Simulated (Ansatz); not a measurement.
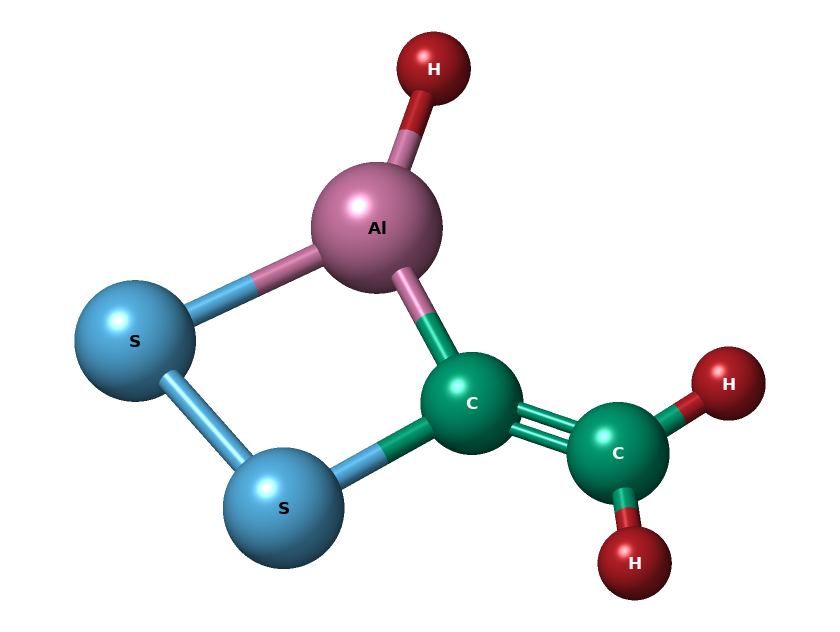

The picture shows a molecular structure as a ball-and-stick model. Double and triple bonds are drawn as two and three sticks.

Count the atoms of each element.

C2H3AlS2, 8 atoms: 2 carbon, 3 hydrogen, 1 aluminium and 2 sulfur.

Give the symmetry (Schoenflies symbol).

Cs.

Name functional groups in it.

Among them: alkene.

Write the SMILES.

C=[C]1[AlH][S]S1

How many bonds of each kind are drawn?

2 C–H, 1 C–C, 1 C–Al, 1 Al–S, 1 S–S, 1 C–S, 1 Al–H.

More results for the same structure follow; atom numbers are the same in all pictures, views and colours differ. Computed geometry: PBE0-D4/def2-TZVP optimisation.

### Levels of theory compared

Program: Ansatz 0.2.0.

At this fixed geometry, give HOMO energy (eV), HOMO–LUMO gap (eV), dipole (D) at these levels: B3LYP-D4/def2-TZVPP; PBE-D4/def2-TZVPP; r2SCAN-D4/def2-TZVPP; ωB97M-V/def2-TZVPP.

| level | HOMO energy (eV) | HOMO–LUMO gap (eV) | dipole (D) |
| --- | --- | --- | --- |
| B3LYP-D4/def2-TZVPP | −5.83 | 3.81 | 2.20 |
| PBE-D4/def2-TZVPP | −5.03 | 2.41 | 2.02 |
| r2SCAN-D4/def2-TZVPP | −5.20 | 2.76 | 2.21 |
| ωB97M-V/def2-TZVPP | −8.10 | 8.01 | 2.31 |

### Thermal motion

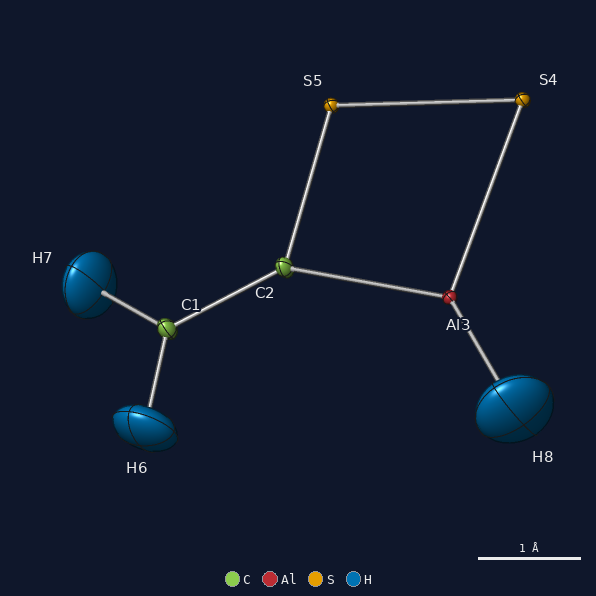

Displacement ellipsoids at the 50 % level, enlarged 1.5 times, from the internal vibrations of the free molecule (harmonic, no overall translation or rotation; no half-axis is drawn under 0.075 Å). Vibrations computed with RKS PBE0-D4/def2-TZVP (Ansatz 0.2.0). Temperature: 0 K (zero-point motion alone).

Give the displacement parameters, one line for each set of equivalent atoms.

```json
{"atom": "C1", "U_eq (Å²)": "0.0025", "rms amplitudes (Å)": "0.040, 0.046, 0.061"}
{"atom": "C2", "U_eq (Å²)": "0.0022", "rms amplitudes (Å)": "0.037, 0.042, 0.059"}
{"atom": "Al3", "U_eq (Å²)": "0.0010", "rms amplitudes (Å)": "0.028, 0.033, 0.034"}
{"atom": "S4", "U_eq (Å²)": "0.0010", "rms amplitudes (Å)": "0.023, 0.030, 0.040"}
{"atom": "S5", "U_eq (Å²)": "0.0010", "rms amplitudes (Å)": "0.025, 0.031, 0.038"}
{"atom": "H6", "U_eq (Å²)": "0.0173", "rms amplitudes (Å)": "0.081, 0.141, 0.160"}
{"atom": "H7", "U_eq (Å²)": "0.0197", "rms amplitudes (Å)": "0.082, 0.141, 0.180"}
{"atom": "H8", "U_eq (Å²)": "0.0269", "rms amplitudes (Å)": "0.097, 0.174, 0.203"}
```

### Charges

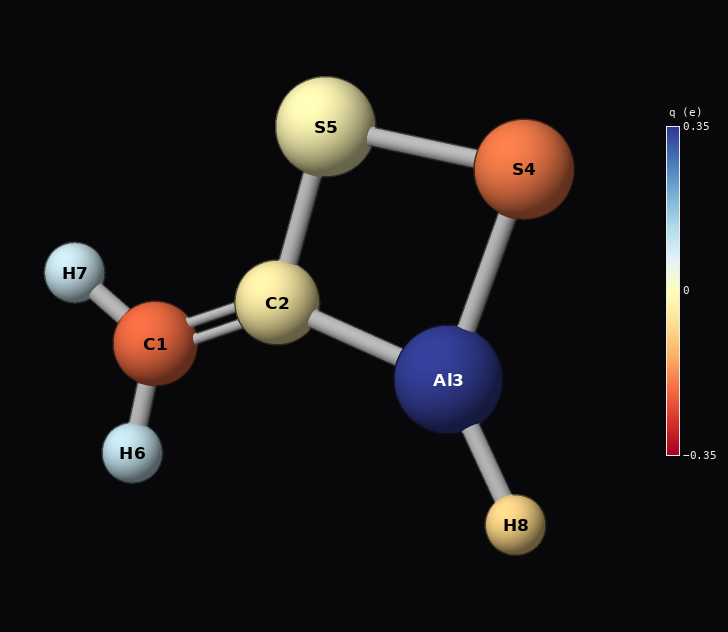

Atoms are coloured by their Mulliken charges. Method: RKS PBE-D4/def2-TZVPP (Ansatz 0.2.0).

Which atom carries the highest charge (most positive or least negative)?

Al3 (0.34 e).

And the lowest?

C1 (−0.21 e).

List the Mulliken charges.

| atom | value (e) |
| --- | --- |
| C1 | −0.21 |
| C2 | −0.03 |
| Al3 | 0.34 |
| S4 | −0.19 |
| S5 | −0.01 |
| H6 | 0.10 |
| H7 | 0.09 |
| H8 | −0.08 |

Mulliken values depend strongly on the basis set and can even reverse the polarity of a bond.
